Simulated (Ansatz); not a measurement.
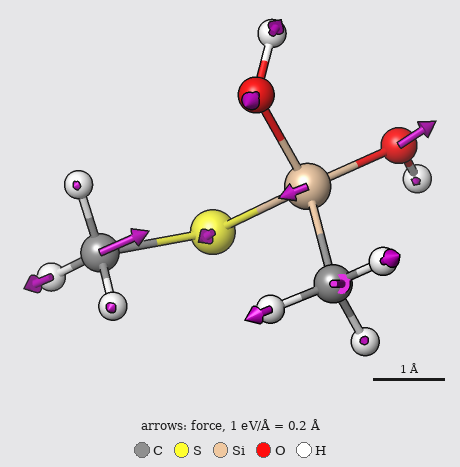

Starting geometry of C2H8O2SSi with the computed forces as purple arrows. A ball-and-stick model, seen at a tilt.

The run prepares an end point of a later path (torsion) calculation, from a guessed geometry.

Method: RKS PBE/STO-3G in Ansatz 0.2.0.

Input file:
```yaml
crystal:
  periodic: [false, false, false]
  atoms:
    - { symbol: C, position_ang: [0.0074, -2.3013, 0.3734] }
    - { symbol: S, position_ang: [-1.3253, -0.9877, 0.299] }
    - { symbol: Si, position_ang: [-0.2446, 0.8383, 0.2258] }
    - { symbol: C, position_ang: [0.7149, 0.9909, -1.3875] }
    - { symbol: O, position_ang: [-1.3334, 2.0116, 0.4925] }
    - { symbol: O, position_ang: [0.8045, 0.8306, 1.5391] }
    - { symbol: H, position_ang: [0.6223, -2.2095, -0.5226] }
    - { symbol: H, position_ang: [-0.4774, -3.2238, 0.3872] }
    - { symbol: H, position_ang: [0.5806, -2.1273, 1.2993] }
    - { symbol: H, position_ang: [1.1966, 1.923, -1.4329] }
    - { symbol: H, position_ang: [1.3474, 0.1674, -1.5149] }
    - { symbol: H, position_ang: [-0.0516, 0.9618, -2.1983] }
    - { symbol: H, position_ang: [-2.2587, 1.8639, 0.1138] }
    - { symbol: H, position_ang: [0.4045, 1.233, 2.3549] }
basis:
  gaussian: { orbitals: STO-3G }
hamiltonian:
  xc: pbe
relax:
  f_tol: 0.015
  max_steps: 40
```

Command:
```bash
ansatz run input.yaml --threads 1 --pin off --max-ram 2048MiB --backend cpu --events-out ev --progress --plain --runs-dir out
```

Is this structure relaxed? If not, where do the atoms go?

It isn't relaxed: the largest force vector, on C1, is 4.01 eV/Å. The final displacements have little in common with the starting forces (cosine between the two patterns 0.09). After 21 accepted moves (22 points after the start) the energy has fallen by 0.840 eV. Largest force component: 4 eV/Å at the start, 0.011 eV/Å at the end. The line search rejected the trial step at point 8 of the run. The largest moves after the best rigid fit, 0.59 Å, are those of H9 and H12. Largest moves by element: H 0.59 Å, S 0.42 Å, O 0.39 Å, C 0.24 Å, Si 0.17 Å. Among the contacts that change: Si3–O5 1.623 → 1.733 Å, C1–H8 1.042 → 1.106 Å, C4–H10 1.050 → 1.103 Å, S2–Si3 2.123 → 2.167 Å. Among the angles between lasting bonds that change: Si3–O5–H13 116.6° → 103.1°, Si3–O6–H14 112.9° → 103.2°, S2–Si3–O6 106.7° → 115.1°. Groups turn about Si3–O6 by about 30°, S2–Si3 by about 25°. Cost: 63 s on 1 thread of Intel(R) Xeon(R) Platinum 8488C (Sapphire Rapids), with other jobs on the host, peak memory 0.17 GiB.

Limits of the set-up: STO-3G is a minimal basis, so the numbers are rough.
